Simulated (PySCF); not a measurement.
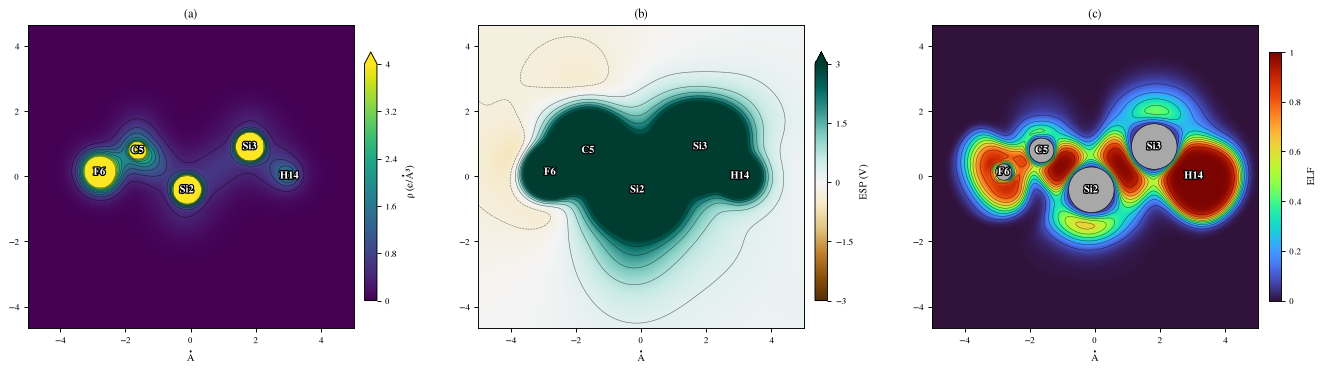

The picture shows: CH$_{9}$F$_{3}$Si$_{4}$ (SMILES FC(F)(F)[Si]([SiH3])([SiH3])[SiH3]). (a) total electron density; (b) electrostatic potential; (c) electron localisation function on the plane of atoms Si3, Si2 and C5. Grey discs cover the atomic cores in the ELF map.

Geometry: PBE0-D3(BJ)/def2-SVP.

All numbers below come from PBE0/pcSseg-1, SCF density, gas phase, non-relativistic (PySCF 2.14.0).

Input file:

```
{"job": {"kind": "nmr", "xc": "PBE0", "basis": "pcSseg-1"}, "charge": 0, "multiplicity": 1}
Si     2.019288    -0.305272     1.134196
Si    -0.004124     0.024024     0.001178
Si    -1.811089    -0.905666     1.166211
Si     0.102270    -0.756992    -2.204358
C     -0.309127     1.945708    -0.089665
F      0.705637     2.582055    -0.694204
F     -0.442684     2.486840     1.131006
F     -1.423308     2.242079    -0.775705
H      2.278881    -1.775298     1.212705
H      1.931330     0.254574     2.516127
H      3.135422     0.354268     0.392766
H     -1.864366    -0.352878     2.552710
H     -3.088208    -0.602962     0.453330
H     -1.619817    -2.386735     1.231518
H      0.338629    -2.232623    -2.171987
H     -1.184801    -0.477748    -2.908692
H      1.227132    -0.091890    -2.927696
```

Run with:

```sh
OMP_NUM_THREADS=1 python cluster_run.py task.json out
```

> Read the bonding off the picture.

- The section cuts through Si, C, F and H sites.
- C–F (1.34 Å): ρ at the midpoint is about 2.4 e/Å³; the ELF peaks at about 0.85 between the atoms: a polar covalent bond.
- C–Si (1.95 Å): the density is about 0.91 e/Å³ at the midpoint; the ELF peaks at about 1 between the atoms; a covalent bond.
- Si–Si (2.34 Å): ρ at the midpoint is about 0.63 e/Å³; the ELF peaks at about 1 between the atoms (a shared electron pair).
- Si–H (1.49 Å): ρ at the midpoint is about 0.77 e/Å³; the ELF climbs to about 1 towards the hydrogen, as it does in any bond to H.
- The ELF also peaks beside F6, away from the bonds: lone-pair regions.
- Outside the dense part of the molecule the potential is most negative (−0.6 V) near F6.
